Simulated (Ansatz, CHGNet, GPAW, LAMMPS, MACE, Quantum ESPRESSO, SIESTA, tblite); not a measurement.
# Running glassy 61Al2O3-39P2O5 (mol %) (104 atoms) with GPAW, part 2 of 2

Wanted: GPAW inputs and outputs for glassy 61Al2O3-39P2O5 (mol %) (104 atoms), checked against a plane-wave reference.

Program: GPAW 26.7.0; the method stands at each step. Banners, paths, timers and routine set-up lines are dropped from the logs unmarked, and long logs keep their key lines alone; longer cuts are marked.

So far. Step 3 (PBE, LCAO szp(dzp), h 0.18 Å): Against the first run (40 %), the force difference from the reference is 53 %, at 0.67 times the CPU time (on 1 against 2 cores), with 936 basis functions against 1352: the smaller basis costs accuracy. Step 4 (LDA, LCAO dzp, h 0.18 Å): Against the first run (40 %), the force difference from the reference is 28 %, at 0.98 times the CPU time; another functional landing nearer a PBE reference means that errors partly cancel.

## Step 5: PBE, LCAO dzp, h 0.25 Å

Method: Kohn-Sham DFT, PBE, PAW, atomic orbitals (dzp).

Contents of run.py:

```python
import numpy as np
from ase.io import read
from gpaw import GPAW, FermiDirac

atoms = read("structure.xyz")
atoms.calc = GPAW(
    mode="lcao",
    basis="dzp",
    h=0.25,
    xc="PBE",
    kpts={"size": (1, 1, 1), "gamma": True},
    occupations=FermiDirac(0.05),
    maxiter=200,
    symmetry={"point_group": False},
    txt="gpaw.txt",
)
energy = atoms.get_potential_energy(force_consistent=True)
forces = atoms.get_forces()
print(f"energy {energy:.6f} eV")
print("forces (eV/A)")
for i, (a, f) in enumerate(zip(atoms, forces)):
    print(f"{i:4d} {a.symbol:2s} {f[0]:10.5f} {f[1]:10.5f} {f[2]:10.5f}")
print(f"Fermi level {atoms.calc.get_fermi_level():.4f} eV")
for k in range(len(atoms.calc.get_ibz_k_points())):
    for s in range(atoms.calc.get_number_of_spins()):
        e = atoms.calc.get_eigenvalues(kpt=k, spin=s)
        n = np.searchsorted(e, atoms.calc.get_fermi_level())
        print(f"k {k} spin {s} levels about the Fermi level:", np.round(e[max(n - 6, 0):n], 4).tolist(), "|", np.round(e[n:n + 6], 4).tolist())
```

Contents of structure.xyz:

```xyz
104
Lattice="10.92802 0.00000 0.00000 0.00000 10.92802 0.00000 0.00000 0.00000 10.92802" Properties=species:S:1:pos:R:3 pbc="T T T"
[... 104 atom lines left out: the same atoms as in the first run ...]
```

Run with:

```sh
> OMP_NUM_THREADS=1 python run.py > output.txt
```

The program printed:

```text
energy -656.117629 eV
forces (eV/A)
   0 Al    0.16918    0.00547   -1.16861
   1 Al    2.74577    0.04576    4.18702
   2 Al    2.17471    0.09722   -1.67827
   3 Al    1.13951   -0.75004    1.14309
   4 Al   -0.32361    0.35547    0.10036
   5 Al   -0.05431    1.35611   -0.34790
   6 Al   -1.39678    0.96246    1.35628
   7 Al    0.30970    0.97681   -1.31048
   8 Al   -0.06557   -1.79855    0.07982
   9 Al   -0.41526    1.35193   -0.37278
  10 Al   -0.83635    0.09232   -1.55334
  11 Al   -0.97167    0.87453    0.59047
  12 Al   -0.33487    0.60704   -0.45285
  13 Al   -1.59309   -0.72975    0.81203
  14 Al   -0.39453    0.43169    1.32308
  15 Al    0.47806    0.40850   -0.13618
  16 Al   -2.66958    1.88146    2.06472
  17 Al    0.37167    1.64878   -0.73705
  18 Al   -1.28174   -0.92205    0.47023
  19 Al   -1.29969    0.47112    0.48619
  20 Al   -0.40114   -1.12343   -2.08882
  21 Al   -0.69897    0.40154   -2.67864
  22 P    -2.41203   -0.55980    0.42239
  23 P     0.52564    0.30897    0.14767
[...]
96 O     0.80532   -2.14294   -1.47482
  97 O    -0.34852   -0.75418    0.59557
  98 O    -1.78344    0.31146    1.03193
  99 O     1.06064   -1.92028    1.46470
 100 O     4.06827    1.66538   -2.60155
 101 O    -0.74097   -2.47000   -4.64232
 102 O     0.20411    1.72785    1.73233
 103 O     1.49887    1.74658    0.85824
Fermi level 4.9112 eV
k 0 spin 0 levels about the Fermi level: [2.935, 3.0021, 3.0302, 3.1278, 3.2046, 3.3704] | [6.554, 7.7386, 7.8369, 8.0838, 8.1854, 8.3997]
```

gpaw.txt:

```text
Input parameters:
  mode=LCAO(),
  basis={'default': 'dzp'},
  h=0.25,
  kpts=MonkhorstPack(size=(1, 1, 1), gamma=True),
  maxiter=200,
  occupations=Occupations(name='fermi-dirac', width=0.05, fixmagmom=False),
  symmetry=Symmetry(point_group=False),
  xc=XC(name='PBE')
Unit cell  # Å
| periodic |         x |         y |         z |   lengths |    angles |
[... lines left out ...]
  Fermi-Dirac:
[... lines left out ...]
convergence criteria:
- Maximum [total energy] change in last 3 cyles: 0.0005 eV / valence electron
[... lines left out ...]
Converged in 9 steps
[... lines left out ...]
  Free energy:    -656.117629
  Extrapolated:   -656.117629
dipole moment: (-56.402492, -76.339258, 107.746410)  # |e|*Ang
Fermi level: 4.911
Eigenvalues  # (at kpt = [0.000, 0.000, 0.000])
| band index |      eig [eV] | occ [0-2] |
|------------|---------------|-----------|
|          0 |       -20.409 |     2.000 |
|        ... |               |           |
|        264 |         2.672 |     2.000 |
|        265 |         2.828 |     2.000 |
[...]
|        279 |         8.506 |     0.000 |
|        ... |               |           |
|        330 |        11.752 |     0.000 |
Gap: 3.184 eV
Transition (v -> c):
  (s=0, k=0, n=271, [0.00, 0.00, 0.00]) -> (s=0, k=0, n=272, [0.00, 0.00, 0.00])
No difference between direct/indirect transitions
Force computation time: 15.021  # s
timing:  # [seconds]
  Total:  82.536  # ━━━━━━━━━━━━━━━━━━━━━━━━━━━━━━━━━━━━━━━━━━━━━━━━━━━━━━━━━
  Init:    7.194  # ━━━━━
  SCF:    60.292  # ━━━━━━━━━━━━━━━━━━━━━━━━━━━━━━━━━━━━━━━━━╸
  Forces: 15.021  # ━━━━━━━━━━╸
```

It took 84 s on 1 thread of Arm Neoverse V2, shared host; peak memory 0.82 GiB.

Numbers from this run, and their distance from the reference:

- r.m.s. force component: 1.402 eV/Å
- r.m.s. difference of force components: 578.7 meV/Å
- longest difference of force vectors: 2044 meV/Å
- force difference over r.m.s. force: 51.51 %
- slope of forces against the reference's: 1.146
- correlation of force components: 0.9183
- gap (highest filled to lowest empty level): 3.184 eV
- gap difference: -0.1572 eV
- energy less the same-level run's: 350.7 meV/atom
- r.m.s. force difference from the same-level run: 406.7 meV/Å

This is a coarse setting, run to see what it loses.

Against the first run (40 %), the force difference from the reference is 52 %, at 0.46 times the CPU time (on 1 against 2 cores): the grid matters here.

The difference per atom is largest on O (1.1 eV/Å on average, against 0.30 on Al). The forces add up to 1.2 eV/Å instead of zero, usually a sign of too coarse a grid.

## Step 6: All runs compared

Differences are against the plane-wave reference, forces as r.m.s. over components; share is that over the reference's r.m.s. force, slope the least-squares factor from reference forces to these. Total energies of different programs have different zeros and aren't compared.

| run | Δ force, r.m.s. (meV/Å) | share (%) | slope | Δ gap (eV) | cores | CPU time | memory (GiB) |
| --- | --- | --- | --- | --- | --- | --- | --- |
| reference | - | - | - | - | 4 | 67 s | 1.6 |
| GPAW PBE, LCAO dzp, h 0.18 Å | 452 | 40.2 | 1.175 | -0.148 | 2 | 3 min | 2.0 |
| GPAW PBE, LCAO szp(dzp), h 0.18 Å (coarse) | 594 | 52.9 | 1.238 | -0.243 | 1 | 2 min | 1.6 |
| GPAW LDA, LCAO dzp, h 0.18 Å | 310 | 27.6 | 1.110 | -0.230 | 2 | 2.9 min | 2.0 |
| GPAW PBE, LCAO dzp, h 0.25 Å (coarse) | 579 | 51.5 | 1.146 | -0.157 | 1 | 84 s | 0.82 |

Rows marked coarse were listed beforehand as settings not expected to be converged; some can still land near the reference.

CPU time is summed over cores on a shared host, where runs went side by side, so it is rough. Symmetry, cutoffs, thresholds, outputs and thread counts weren't matched or tuned between programs; memory under MPI is the largest rank's times the ranks.

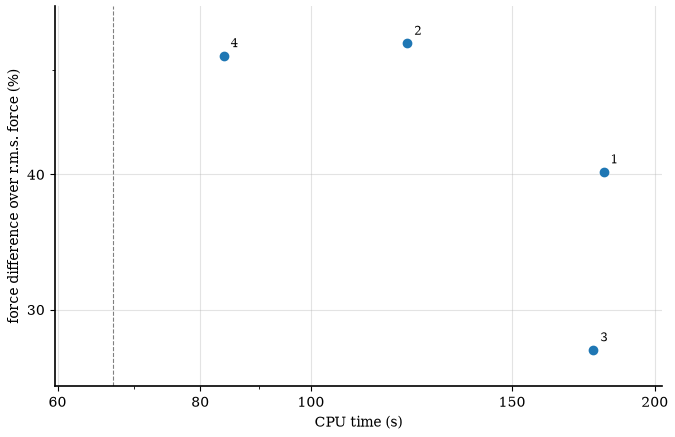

Force difference against CPU time; the dashed line marks the reference's time. Points: 1 GPAW PBE, LCAO dzp, h 0.18 Å; 2 GPAW PBE, LCAO szp(dzp), h 0.18 Å; 3 GPAW LDA, LCAO dzp, h 0.18 Å; 4 GPAW PBE, LCAO dzp, h 0.25 Å.

Within one program, basis, potentials and functional, energies share a zero. Each run against its twin at the usual cutoff or grid and solver:

| run | twin | Δ energy (meV/atom) | Δ force, r.m.s. (meV/Å) | CPU time over the twin's |
| --- | --- | --- | --- | --- |
| GPAW PBE, LCAO dzp, h 0.25 Å | LCAO dzp, h 0.18 Å | 351 | 407 | 0.47 (this twin ran on 2 cores) |

## Step 7: Results

```yaml
nearest_in_forces: GPAW LDA, LCAO dzp, h 0.18 Å, 28 %
its_cpu_time: 2.9 min
```

In words: The PBE run in local orbitals, coarse settings apart, differs by 40 % (GPAW PBE, LCAO dzp, h 0.18 Å); basis, grid and potentials can all enter, and differences of this size make the forces unusable. Rows with another functional or a dispersion term differ by 28 % (GPAW LDA, LCAO dzp, h 0.18 Å), which mixes the change of model with differences of basis and potentials. Runs with settings chosen to be coarse differ by 52 % (GPAW PBE, LCAO dzp, h 0.25 Å) to 53 % (GPAW PBE, LCAO szp(dzp), h 0.18 Å), their programs' other errors included. None of the electronic-structure runs in the table takes under half the reference's CPU time of 67 s; they take 1.2 to 2.7 times as much. At the same functional, gaps differ from the reference's 3.34 eV by between -0.24 and -0.15 eV. The quench rate of 50 K/ps is many orders above laboratory rates, so the cell is likely richer in defects and strain than a real sample. The network of bonds at the start is that of the classical potential that made the cell, and needn't be the one that DFT or experiment would give. The reference's stress is far from hydrostatic: its diagonal is 1.7, 7.8, 4.9 GPa, compression counted positive. The electronic-structure runs sample only Γ, in a cell whose shortest periodic width is 11 Å.

[Also dropped from logs without a mark: logging warnings of Python, and SIESTA's first energy breakdown and zero terms.]

[Logs are printed without paths, hosts, clocks, repeated set-up lines and the standing remarks that a program may print on its own settings, such as how far it seeks lower states.]

[Hosts, paths, dates, database ids (printed as entryN), source tags and the programs' standing remarks are cut or masked in the printed files.]
